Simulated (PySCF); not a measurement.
**Si3NH9: NMR shifts at several levels of theory**

Aim: compute the NMR shifts of Si3NH9 (`[SiH3]N([SiH3])[SiH3]`) at several levels, and see how far they spread and what each costs.

The runs use PySCF 2.14.0, with density-fitted response routines of our own; the level of theory stands in each step. All values are computed, except where a source is named. Atoms are numbered from 0 throughout.

## Step 1: Starting geometry

13 atoms, charge 0, multiplicity 1; geometry from: GFN2-xTB.

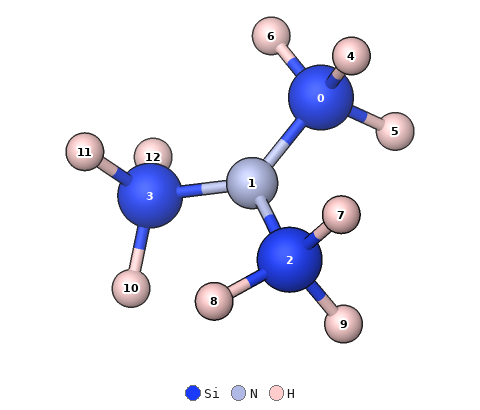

The starting geometry (silicon blue, nitrogen light blue, hydrogen pink), atoms numbered.

## Step 2: Optimising the geometry at PBE0-D3(BJ)/def2-SVP

What the job is given:

```
{"job": {"xc": "PBE0", "basis": "def2-SVP", "d3": "d3bj", "grid": 1, "kind": "geom"}, "charge": 0, "multiplicity": 1}
Si     0.418060     1.690930     0.063090
N      0.015760    -0.006060     0.056350
Si    -1.657800    -0.454570     0.256670
Si     1.243950    -1.238790    -0.073690
H     -0.437040     2.376230    -0.907850
H      0.189160     2.239590     1.403670
H      1.822320     1.820640    -0.316260
H     -2.485530     0.522870    -0.449210
H     -1.840650    -1.786000    -0.317170
H     -1.994470    -0.455920     1.684400
H      0.806980    -2.408470     0.688080
H      1.423350    -1.589400    -1.487050
H      2.487140    -0.710060     0.484930
```

Launch:

```bash
$ OMP_NUM_THREADS=1 python probes_run.py task.json out
```

One launch serves the whole session: the jobs run in the order shown.

Standard output:

```text
step   0  E = -927.92921249  max force = 0.011987
step   1  E = -927.93370323  max force = 0.001118
step   2  E = -927.93375765  max force = 0.000459
step   3  E = -927.93377299  max force = 0.000316
step   4  E = -927.93379619  max force = 0.000358
step   5  E = -927.93384216  max force = 0.000644
step   6  E = -927.93390100  max force = 0.001180
step   7  E = -927.93395617  max force = 0.001136
step   8  E = -927.93407513  max force = 0.000831
step   9  E = -927.93416544  max force = 0.000774
step  10  E = -927.93420137  max force = 0.001194
step  11  E = -927.93426776  max force = 0.000635
step  12  E = -927.93431517  max force = 0.000302
step  13  E = -927.93434607  max force = 0.000789
step  14  E = -927.93438933  max force = 0.001270
step  15  E = -927.93447711  max force = 0.001698
step  16  E = -927.93453955  max force = 0.001149
step  17  E = -927.93458487  max force = 0.000605
step  18  E = -927.93459115  max force = 0.000308
optimisation converged
```

Wall time 85 s (1 thread of Arm Neoverse V1, shared host); peak memory 0.47 GiB.

The steps of the relaxation:

```csv
step,energy from step 0 (eV),largest force component (eV/Å)
0,0.0000,0.6164
1,-0.1222,0.0575
2,-0.1237,0.0236
3,-0.1241,0.0162
4,-0.1247,0.0184
5,-0.1260,0.0331
6,-0.1276,0.0607
7,-0.1291,0.0584
8,-0.1323,0.0427
9,-0.1348,0.0398
10,-0.1358,0.0614
11,-0.1376,0.0327
12,-0.1389,0.0155
13,-0.1397,0.0406
14,-0.1409,0.0653
15,-0.1433,0.0873
16,-0.1450,0.0591
17,-0.1462,0.0311
18,-0.1464,0.0158
```

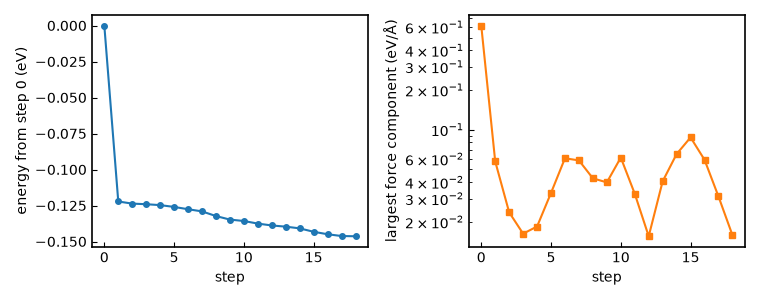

Energy and force, step by step.

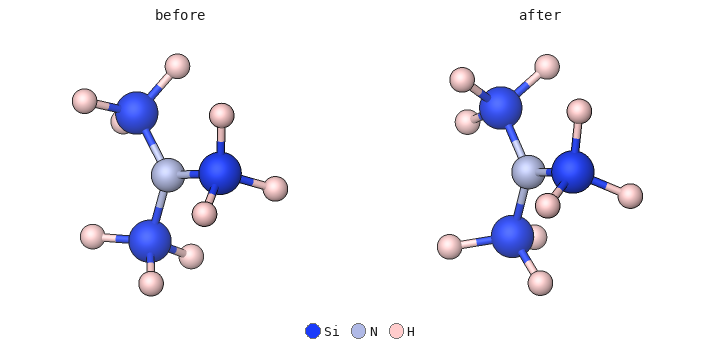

Before and after, at one scale.

Close pairs (by a distance rule), those that changed most:

| bond | before (Å) | after (Å) | change (Å) |
| --- | --- | --- | --- |
| Si0–H6 | 1.460 | 1.495 | +0.035 |
| Si2–H8 | 1.461 | 1.495 | +0.033 |
| Si3–H12 | 1.462 | 1.495 | +0.033 |
| Si3–H10 | 1.463 | 1.495 | +0.033 |
| Si2–H7 | 1.462 | 1.495 | +0.033 |
| Si0–H4 | 1.464 | 1.495 | +0.031 |
| Si0–H5 | 1.466 | 1.495 | +0.028 |
| Si2–H9 | 1.467 | 1.495 | +0.028 |

The next job starts from the end point, and lists it.

```csv
at the end point,value
"rotational constants (GHz, main isotopes)","3.058, 3.039, 1.610"
dipole moment (D),0.01
```

## Step 3: Nuclear shieldings: HF/pcSseg-2

What the job is given:

```
{"job": {"kind": "nmr", "xc": "HF", "basis": "pcSseg-2", "pop": false}, "charge": 0, "multiplicity": 1}
Si     0.355756     1.703146    -0.162719
N     -0.000206     0.002534     0.074564
Si    -1.644154    -0.514524     0.401577
Si     1.286998    -1.187168     0.008699
H     -0.361976     2.257169    -1.351036
H     -0.025564     2.515649     1.032647
H      1.829490     1.820306    -0.386001
H     -2.508417     0.704306     0.351723
H     -2.121981    -1.498022    -0.617525
H     -1.767158    -1.149004     1.749691
H      0.673802    -2.516223     0.314587
H      1.920353    -1.240315    -1.344094
H      2.354285    -0.896864     1.013849
```

Level: GIAO HF/pcSseg-2 NMR shielding, non-relativistic, gas phase.

Standard output:

```text
final grid: 95120 points
cycle   1  E = -926.5527753767  dE = -2.342e-01  |g| = 4.081e-01  |ddm| = 2.527e+00
cycle   2  E = -926.6115699165  dE = -5.879e-02  |g| = 1.506e-01  |ddm| = 4.199e-01
cycle   3  E = -926.6177251574  dE = -6.155e-03  |g| = 7.188e-02  |ddm| = 1.429e-01
cycle   4  E = -926.6191507232  dE = -1.426e-03  |g| = 1.134e-02  |ddm| = 7.282e-02
cycle   5  E = -926.6191908228  dE = -4.010e-05  |g| = 2.349e-03  |ddm| = 1.189e-02
cycle   6  E = -926.6191941823  dE = -3.359e-06  |g| = 6.397e-04  |ddm| = 4.552e-03
cycle   7  E = -926.6191945222  dE = -3.398e-07  |g| = 1.610e-04  |ddm| = 1.708e-03
cycle   8  E = -926.6191945409  dE = -1.875e-08  |g| = 2.569e-05  |ddm| = 3.515e-04
cycle   9  E = -926.6191945414  dE = -5.084e-10  |g| = 4.113e-06  |ddm| = 6.557e-05
converged SCF energy = -926.6191945414

GIAO shielding tensors (ppm)
atom      isotropic    diamagn.    paramagn.     s11        s22        s33       span
  0 Si     431.483     874.322    -442.839    401.923    409.096    483.429     81.507
  1 N      290.967     333.231     -42.264    289.068    289.662    294.170      5.102
  2 Si     431.360     874.301    -442.941    401.811    409.017    483.252     81.441
  3 Si     431.262     874.328    -443.066    401.736    408.942    483.109     81.373
  4 H       27.376      29.188      -1.812     24.154     25.395     32.579      8.426
  5 H       27.376      29.107      -1.731     24.142     25.413     32.573      8.431
  6 H       27.376      29.325      -1.949     24.012     26.130     31.987      7.975
  7 H       27.377      29.297      -1.920     24.008     26.128     31.996      7.988
  8 H       27.378      29.182      -1.804     24.158     25.418     32.557      8.399
  9 H       27.376      29.083      -1.707     24.150     25.392     32.585      8.435
 10 H       27.375      29.316      -1.941     24.005     26.145     31.974      7.969
 11 H       27.378      29.171      -1.793     24.140     25.377     32.616      8.476
 12 H       27.374      29.128      -1.754     24.155     25.431     32.535      8.379
```

It took 20 s on 1 thread of Arm Neoverse V1, shared host; peak memory 1.2 GiB.

The references, computed at this level on geometries of the same kind, shield at (ppm): 1H TMS 31.68, 29Si TMS 383.0, 15N NH3 260.7. Their shielding less the atom's gives the shift. The references are single molecules in the gas phase, so shifts against H2O, NH3, PH3, H3PO4 or CFCl3 are not on the usual liquid scales and can be off by tens of ppm. Atoms listed in one row are averaged.

| atoms | environment | σ (ppm) | δ (ppm) |
| --- | --- | --- | --- |
| H4, H5, H6, H7, H8 and 4 more | hydrogen on a silicon bonded to N | 27.38 | 4.31 |
| Si0, Si2, Si3 | silicon bonded to N, 3 H | 431.4 | -48.4 |
| N1 | nitrogen bonded to 3 Si | 291.0 | -30.2 |

## Step 4: NMR shieldings: LDA/pcSseg-2

The job, as its differences from that of step 3:

```diff
@@ -1,2 +1,2 @@
-{"job": {"kind": "nmr", "xc": "HF", "basis": "pcSseg-2", "pop": false}, "charge": 0, "multiplicity": 1}
+{"job": {"kind": "nmr", "xc": "LDA", "basis": "pcSseg-2", "pop": false}, "charge": 0, "multiplicity": 1}
 Si     0.355756     1.703146    -0.162719
```

Method: GIAO LDA/pcSseg-2 NMR shielding, non-relativistic, gas phase.

Standard output:

```text
coarse grid: 11520 points
cycle   1  E = -924.7004570823  dE = -9.815e-02  |g| = 5.981e-01  |ddm| = 2.614e+00
cycle   2  E = -924.3723043765  dE =  3.282e-01  |g| = 1.302e+00  |ddm| = 1.265e+00
cycle   3  E = -924.7640860060  dE = -3.918e-01  |g| = 1.640e-01  |ddm| = 1.060e+00
cycle   4  E = -924.7700600963  dE = -5.974e-03  |g| = 1.961e-02  |ddm| = 1.403e-01
cycle   5  E = -924.7701334951  dE = -7.340e-05  |g| = 8.257e-03  |ddm| = 3.106e-02
cycle   6  E = -924.7701583460  dE = -2.485e-05  |g| = 9.599e-04  |ddm| = 1.147e-02
cycle   7  E = -924.7701586181  dE = -2.722e-07  |g| = 1.977e-04  |ddm| = 1.158e-03
final grid: 95120 points
cycle   8  E = -924.7721746887  dE = -2.049e-05  |g| = 2.018e-03  |ddm| = 2.272e-02
cycle   9  E = -924.7721727694  dE =  1.919e-06  |g| = 3.445e-03  |ddm| = 2.929e-03
cycle  10  E = -924.7721751130  dE = -2.344e-06  |g| = 8.959e-04  |ddm| = 2.440e-03
cycle  11  E = -924.7721752766  dE = -1.636e-07  |g| = 6.633e-05  |ddm| = 5.943e-04
cycle  12  E = -924.7721752778  dE = -1.198e-09  |g| = 2.063e-05  |ddm| = 9.659e-05
cycle  13  E = -924.7721752779  dE = -9.800e-11  |g| = 4.841e-06  |ddm| = 2.334e-05
converged SCF energy = -924.7721752779

GIAO shielding tensors (ppm)
atom      isotropic    diamagn.    paramagn.     s11        s22        s33       span
  0 Si     348.135     879.461    -531.325    303.153    306.357    434.896    131.743
  1 N      279.834     326.890     -47.056    278.127    280.344    281.032      2.905
  2 Si     347.986     879.438    -531.452    303.757    305.475    434.725    130.968
  3 Si     347.801     879.468    -531.667    302.476    306.380    434.547    132.071
  4 H       25.619      28.297      -2.678     22.412     23.714     30.732      8.320
  5 H       25.617      28.231      -2.614     22.411     23.714     30.726      8.315
  6 H       25.654      28.419      -2.765     22.508     24.334     30.119      7.611
  7 H       25.652      28.391      -2.739     22.499     24.329     30.128      7.629
  8 H       25.620      28.289      -2.669     22.430     23.721     30.710      8.280
  9 H       25.618      28.211      -2.593     22.407     23.716     30.732      8.326
 10 H       25.648      28.407      -2.759     22.499     24.345     30.102      7.603
 11 H       25.617      28.281      -2.664     22.398     23.686     30.767      8.369
 12 H       25.617      28.252      -2.635     22.427     23.741     30.683      8.256
```

Wall time 38 s (1 thread of Arm Neoverse V1, shared host); peak memory 1.1 GiB.

This run: δ Si0 -44.9, N1 -13.2, H4 5.14 ppm (means over like atoms).

## Step 5: Nuclear shieldings: PBE/pcSseg-2

The job, as its differences from that of step 4:

```diff
@@ -1,2 +1,2 @@
-{"job": {"kind": "nmr", "xc": "LDA", "basis": "pcSseg-2", "pop": false}, "charge": 0, "multiplicity": 1}
+{"job": {"kind": "nmr", "xc": "PBE", "basis": "pcSseg-2", "pop": false}, "charge": 0, "multiplicity": 1}
 Si     0.355756     1.703146    -0.162719
```

Level: GIAO PBE/pcSseg-2 NMR shielding, non-relativistic, gas phase.

Standard output:

```text
coarse grid: 11520 points
cycle   1  E = -928.1344983542  dE = -1.008e-01  |g| = 5.928e-01  |ddm| = 2.642e+00
cycle   2  E = -927.8484997723  dE =  2.860e-01  |g| = 1.233e+00  |ddm| = 1.196e+00
cycle   3  E = -928.1977418558  dE = -3.492e-01  |g| = 1.601e-01  |ddm| = 9.935e-01
cycle   4  E = -928.2039924439  dE = -6.251e-03  |g| = 2.432e-02  |ddm| = 1.513e-01
cycle   5  E = -928.2041276822  dE = -1.352e-04  |g| = 6.550e-03  |ddm| = 3.425e-02
cycle   6  E = -928.2041438534  dE = -1.617e-05  |g| = 8.887e-04  |ddm| = 9.511e-03
cycle   7  E = -928.2041440709  dE = -2.174e-07  |g| = 1.650e-04  |ddm| = 1.031e-03
final grid: 95120 points
cycle   8  E = -928.2226722723  dE = -4.777e-05  |g| = 7.577e-03  |ddm| = 2.664e-02
cycle   9  E = -928.2226216416  dE =  5.063e-05  |g| = 1.684e-02  |ddm| = 1.373e-02
cycle  10  E = -928.2226831950  dE = -6.155e-05  |g| = 9.745e-04  |ddm| = 1.026e-02
cycle  11  E = -928.2226833551  dE = -1.601e-07  |g| = 9.611e-05  |ddm| = 7.016e-04
cycle  12  E = -928.2226833567  dE = -1.638e-09  |g| = 3.778e-05  |ddm| = 1.322e-04
cycle  13  E = -928.2226833571  dE = -3.906e-10  |g| = 7.083e-06  |ddm| = 4.553e-05
converged SCF energy = -928.2226833571

GIAO shielding tensors (ppm)
atom      isotropic    diamagn.    paramagn.     s11        s22        s33       span
  0 Si     370.449     878.781    -508.332    331.026    333.713    446.609    115.583
  1 N      275.829     327.225     -51.396    274.867    276.046    276.575      1.709
  2 Si     370.344     878.758    -508.413    331.399    333.179    446.455    115.056
  3 Si     370.175     878.788    -508.613    330.634    333.617    446.274    115.641
  4 H       26.250      28.938      -2.688     23.068     24.360     31.322      8.254
  5 H       26.248      28.852      -2.604     23.066     24.362     31.316      8.250
  6 H       26.290      29.088      -2.799     23.148     25.007     30.713      7.564
  7 H       26.288      29.059      -2.770     23.140     25.003     30.722      7.582
  8 H       26.252      28.930      -2.678     23.085     24.370     31.299      8.214
  9 H       26.249      28.829      -2.580     23.063     24.361     31.324      8.262
 10 H       26.285      29.074      -2.789     23.140     25.019     30.697      7.557
 11 H       26.248      28.924      -2.676     23.053     24.332     31.358      8.305
 12 H       26.248      28.873      -2.625     23.082     24.389     31.274      8.192
```

It took 44 s on 1 thread of Arm Neoverse V1, shared host; peak memory 0.95 GiB.

In short: δ Si0 -46.9, N1 -14.8, H4 4.92 ppm (means over like atoms).

## Step 6: Shielding tensors: BLYP/pcSseg-2

The job, as its differences from that of step 5:

```diff
@@ -1,2 +1,2 @@
-{"job": {"kind": "nmr", "xc": "PBE", "basis": "pcSseg-2", "pop": false}, "charge": 0, "multiplicity": 1}
+{"job": {"kind": "nmr", "xc": "BLYP", "basis": "pcSseg-2", "pop": false}, "charge": 0, "multiplicity": 1}
 Si     0.355756     1.703146    -0.162719
```

Method: GIAO BLYP/pcSseg-2 NMR shielding, non-relativistic, gas phase.

Standard output:

```text
coarse grid: 11520 points
cycle   1  E = -928.6198799951  dE = -1.033e-01  |g| = 6.599e-01  |ddm| = 2.637e+00
cycle   2  E = -928.2658524509  dE =  3.540e-01  |g| = 1.368e+00  |ddm| = 1.357e+00
cycle   3  E = -928.6962863892  dE = -4.304e-01  |g| = 1.885e-01  |ddm| = 1.153e+00
cycle   4  E = -928.7052533387  dE = -8.967e-03  |g| = 3.115e-02  |ddm| = 1.855e-01
cycle   5  E = -928.7054644115  dE = -2.111e-04  |g| = 7.783e-03  |ddm| = 4.156e-02
cycle   6  E = -928.7054862974  dE = -2.189e-05  |g| = 1.046e-03  |ddm| = 1.126e-02
cycle   7  E = -928.7054865872  dE = -2.898e-07  |g| = 1.764e-04  |ddm| = 1.228e-03
final grid: 95120 points
cycle   8  E = -928.7233917005  dE = -2.668e-05  |g| = 4.560e-03  |ddm| = 2.312e-02
cycle   9  E = -928.7233760860  dE =  1.561e-05  |g| = 9.403e-03  |ddm| = 8.801e-03
cycle  10  E = -928.7233954448  dE = -1.936e-05  |g| = 1.254e-03  |ddm| = 6.351e-03
cycle  11  E = -928.7233957131  dE = -2.683e-07  |g| = 1.400e-04  |ddm| = 7.591e-04
cycle  12  E = -928.7233957185  dE = -5.427e-09  |g| = 3.840e-05  |ddm| = 2.190e-04
cycle  13  E = -928.7233957190  dE = -5.202e-10  |g| = 5.893e-06  |ddm| = 5.193e-05
converged SCF energy = -928.7233957190

GIAO shielding tensors (ppm)
atom      isotropic    diamagn.    paramagn.     s11        s22        s33       span
  0 Si     362.739     878.068    -515.330    324.694    327.993    435.529    110.835
  1 N      269.203     327.366     -58.164    268.025    269.545    270.038      2.014
  2 Si     362.611     878.045    -515.435    324.858    327.615    435.359    110.500
  3 Si     362.458     878.076    -515.618    324.366    327.814    435.194    110.828
  4 H       26.564      29.072      -2.508     23.418     24.701     31.573      8.155
  5 H       26.563      28.993      -2.431     23.417     24.704     31.568      8.151
  6 H       26.619      29.257      -2.637     23.529     25.365     30.965      7.436
  7 H       26.618      29.228      -2.610     23.521     25.361     30.973      7.453
  8 H       26.567      29.065      -2.498     23.437     24.712     31.551      8.114
  9 H       26.564      28.969      -2.405     23.412     24.702     31.577      8.165
 10 H       26.616      29.243      -2.627     23.521     25.377     30.950      7.429
 11 H       26.562      29.057      -2.495     23.402     24.673     31.610      8.208
 12 H       26.563      29.014      -2.450     23.433     24.732     31.525      8.092
```

It took 44 s on 1 thread of Arm Neoverse V1, shared host; peak memory 0.95 GiB.

In short: δ Si0 -52.9, N1 -11.7, H4 4.79 ppm (means over like atoms).

## Step 7: NMR shieldings: BP86/pcSseg-2

The job, as its differences from that of step 6:

```diff
@@ -1,2 +1,2 @@
-{"job": {"kind": "nmr", "xc": "BLYP", "basis": "pcSseg-2", "pop": false}, "charge": 0, "multiplicity": 1}
+{"job": {"kind": "nmr", "xc": "BP86", "basis": "pcSseg-2", "pop": false}, "charge": 0, "multiplicity": 1}
 Si     0.355756     1.703146    -0.162719
```

With the program's defaults for keys left out, this is: GIAO BP86/pcSseg-2 NMR shielding, non-relativistic, gas phase.

Standard output:

```text
coarse grid: 11520 points
cycle   1  E = -928.7596094029  dE = -1.037e-01  |g| = 5.947e-01  |ddm| = 2.630e+00
cycle   2  E = -928.4762176619  dE =  2.834e-01  |g| = 1.232e+00  |ddm| = 1.137e+00
cycle   3  E = -928.8233397920  dE = -3.471e-01  |g| = 1.593e-01  |ddm| = 9.379e-01
cycle   4  E = -928.8295675924  dE = -6.228e-03  |g| = 2.504e-02  |ddm| = 1.528e-01
cycle   5  E = -928.8297165548  dE = -1.490e-04  |g| = 6.138e-03  |ddm| = 3.380e-02
cycle   6  E = -928.8297301362  dE = -1.358e-05  |g| = 8.631e-04  |ddm| = 8.594e-03
cycle   7  E = -928.8297303387  dE = -2.026e-07  |g| = 1.560e-04  |ddm| = 1.001e-03
final grid: 95120 points
cycle   8  E = -928.8489169756  dE = -4.036e-05  |g| = 3.962e-03  |ddm| = 2.518e-02
cycle   9  E = -928.8489088645  dE =  8.111e-06  |g| = 7.020e-03  |ddm| = 5.491e-03
cycle  10  E = -928.8489188901  dE = -1.003e-05  |g| = 1.328e-03  |ddm| = 4.509e-03
cycle  11  E = -928.8489192701  dE = -3.800e-07  |g| = 1.649e-04  |ddm| = 1.086e-03
cycle  12  E = -928.8489192797  dE = -9.572e-09  |g| = 4.314e-05  |ddm| = 2.403e-04
cycle  13  E = -928.8489192800  dE = -3.197e-10  |g| = 6.049e-06  |ddm| = 3.865e-05
converged SCF energy = -928.8489192800

GIAO shielding tensors (ppm)
atom      isotropic    diamagn.    paramagn.     s11        s22        s33       span
  0 Si     369.300     878.808    -509.509    330.398    333.464    444.037    113.639
  1 N      274.425     327.777     -53.352    273.527    274.606    275.144      1.618
  2 Si     369.189     878.785    -509.597    330.616    333.058    443.893    113.277
  3 Si     369.021     878.817    -509.796    330.036    333.320    443.708    113.672
  4 H       26.316      28.964      -2.648     23.135     24.430     31.384      8.249
  5 H       26.314      28.880      -2.566     23.132     24.434     31.378      8.246
  6 H       26.363      29.109      -2.746     23.222     25.083     30.786      7.564
  7 H       26.362      29.080      -2.718     23.213     25.078     30.794      7.581
  8 H       26.318      28.956      -2.638     23.152     24.442     31.362      8.210
  9 H       26.315      28.857      -2.542     23.129     24.431     31.386      8.258
 10 H       26.359      29.095      -2.736     23.213     25.094     30.769      7.556
 11 H       26.314      28.950      -2.636     23.119     24.403     31.420      8.300
 12 H       26.315      28.901      -2.586     23.148     24.460     31.336      8.188
```

Run time: 61 s. Hardware: 1 thread of Arm Neoverse V1, shared host; peak memory 0.95 GiB.

In short: δ Si0 -47.1, N1 -15.2, H4 4.90 ppm (means over like atoms).

## Step 8: Shielding tensors: OPBE/pcSseg-2

The job, as its differences from that of step 7:

```diff
@@ -1,2 +1,2 @@
-{"job": {"kind": "nmr", "xc": "BP86", "basis": "pcSseg-2", "pop": false}, "charge": 0, "multiplicity": 1}
+{"job": {"kind": "nmr", "xc": "OPBE", "basis": "pcSseg-2", "pop": false}, "charge": 0, "multiplicity": 1}
 Si     0.355756     1.703146    -0.162719
```

Level: GIAO OPBE/pcSseg-2 NMR shielding, non-relativistic, gas phase.

Standard output:

```text
coarse grid: 11520 points
cycle   1  E = -928.5210241489  dE = -1.301e-01  |g| = 5.038e-01  |ddm| = 2.694e+00
cycle   2  E = -928.3259384728  dE =  1.951e-01  |g| = 1.027e+00  |ddm| = 1.050e+00
cycle   3  E = -928.5732127636  dE = -2.473e-01  |g| = 1.039e-01  |ddm| = 8.062e-01
cycle   4  E = -928.5760007978  dE = -2.788e-03  |g| = 2.142e-02  |ddm| = 1.097e-01
cycle   5  E = -928.5761134999  dE = -1.127e-04  |g| = 4.305e-03  |ddm| = 2.737e-02
cycle   6  E = -928.5761205259  dE = -7.026e-06  |g| = 7.824e-04  |ddm| = 7.134e-03
final grid: 95120 points
cycle   7  E = -928.5895388109  dE = -2.280e-04  |g| = 1.158e-02  |ddm| = 4.547e-02
cycle   8  E = -928.5895251349  dE =  1.368e-05  |g| = 1.096e-02  |ddm| = 9.107e-03
cycle   9  E = -928.5895388276  dE = -1.369e-05  |g| = 6.892e-03  |ddm| = 9.521e-03
cycle  10  E = -928.5895493458  dE = -1.052e-05  |g| = 3.520e-04  |ddm| = 4.487e-03
cycle  11  E = -928.5895493871  dE = -4.131e-08  |g| = 1.334e-04  |ddm| = 5.550e-04
cycle  12  E = -928.5895493916  dE = -4.438e-09  |g| = 9.666e-06  |ddm| = 1.381e-04
cycle  13  E = -928.5895493916  dE = -1.728e-11  |g| = 5.065e-06  |ddm| = 1.324e-05
converged SCF energy = -928.5895493916

GIAO shielding tensors (ppm)
atom      isotropic    diamagn.    paramagn.     s11        s22        s33       span
  0 Si     396.974     879.272    -482.298    359.698    363.881    467.342    107.644
  1 N      281.092     327.038     -45.947    280.276    281.078    281.921      1.645
  2 Si     396.942     879.246    -482.303    359.772    363.826    467.229    107.457
  3 Si     396.760     879.277    -482.516    359.484    363.783    467.015    107.530
  4 H       26.355      29.251      -2.896     23.171     24.452     31.442      8.270
  5 H       26.352      29.129      -2.777     23.167     24.456     31.435      8.268
  6 H       26.382      29.385      -3.002     23.168     25.122     30.856      7.688
  7 H       26.381      29.352      -2.971     23.160     25.117     30.865      7.705
  8 H       26.356      29.240      -2.883     23.184     24.465     31.419      8.235
  9 H       26.354      29.107      -2.752     23.167     24.451     31.444      8.277
 10 H       26.376      29.365      -2.988     23.157     25.133     30.839      7.682
 11 H       26.353      29.242      -2.888     23.159     24.424     31.477      8.317
 12 H       26.353      29.150      -2.796     23.181     24.484     31.396      8.215
```

Wall time 55 s (1 thread of Arm Neoverse V1, shared host); peak memory 0.95 GiB.

This run: δ Si0 -41.3, N1 -18.3, H4 4.84 ppm (means over like atoms).

(Part 1 of 2 ends here.)
